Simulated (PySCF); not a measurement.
Input file:

```
{"job": {"xc": "KT3", "basis": "6-31G*", "kind": "nmr", "pop": true}, "charge": 0, "multiplicity": 1}
C      3.144787    -1.885855    -0.585928
C      1.755267    -1.435880    -1.025117
C      1.394471    -0.063933    -0.449889
F      2.382593     0.841152    -0.845556
C      0.087673     0.519275    -1.023288
C     -1.226206    -0.071066    -0.512830
F     -1.218923    -1.452934    -0.658306
C     -2.423036     0.432210    -1.349487
C     -2.553525     1.947198    -1.418533
C     -1.493873     0.283596     0.954044
C     -2.160146    -0.777923     1.764542
O     -1.212195     1.381632     1.368693
C      1.356147    -0.108601     1.083707
C      1.956323     1.064421     1.788792
O      0.842788    -1.040352     1.651863
H      3.894274    -1.155670    -0.883027
H      3.184599    -2.008205     0.494124
H      3.387331    -2.838568    -1.049139
H      1.715458    -1.376702    -2.114631
H      1.009141    -2.151894    -0.684257
H      0.077377     1.582089    -0.773027
H      0.130486     0.416535    -2.110331
H     -2.311237     0.017847    -2.354269
H     -3.330012     0.003748    -0.916260
H     -3.505447     2.209060    -1.873609
H     -2.517045     2.384898    -0.424116
H     -1.760518     2.384508    -2.018949
H     -1.399330    -1.518881     2.011620
H     -2.560251    -0.355077     2.681498
H     -2.935843    -1.279421     1.191994
H      1.338162     1.938215     1.585034
H      1.977366     0.881261     2.859294
H      2.956405     1.265139     1.412550
```

Run with:

```sh
OMP_NUM_THREADS=1 python ens_run.py task.json out
```

Geometry: GFN2-xTB.

Method: KT3/6-31G*, SCF density, gas phase, non-relativistic (PySCF).

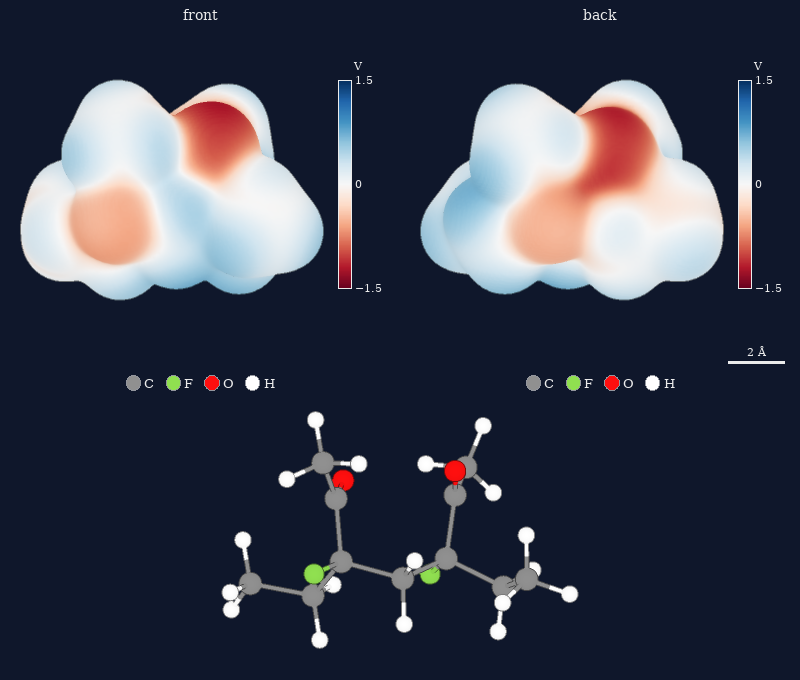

C₁₁H₁₈F₂O₂. The molecular electrostatic potential painted on the density surface at 0.001 e/bohr³, seen from the front and from behind; red is negative and blue positive. The bare structure is drawn below in the same view.

> Where is the surface potential most negative and most positive?

The most negative region (about −1.2 V) lies over O12 and O15, the most positive (about +0.7 V) over H22, H23, H24 and H30.

> What dipole moment does the calculation give?

Its dipole moment is 1.67 D.
